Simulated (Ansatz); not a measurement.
Base system: BeBr2 (space group Fm-3m, No. 225; a = 6.393 Å; a hypothetical phase, not in the database extracts checked).

The change: a negative pressure, −1 GPa.

Method: PBEsol in Ansatz (plane waves to 420 eV, PAW, no spin-orbit coupling).

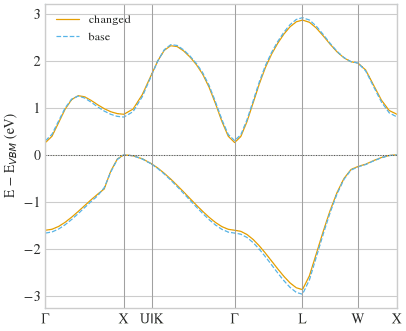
*Highest valence and lowest conduction band along the path, each from its own valence-band maximum*

The gap is 0.26 eV, indirect, X → Γ; the base has 0.30 eV.

Load acts through the strain it causes; cell and atoms are relaxed under it. Whether these cells are dynamically stable was not tested. A zero or small gap of BeBr2 can be the functional's error rather than a property of the material.

Ansatz is a first-principles code.
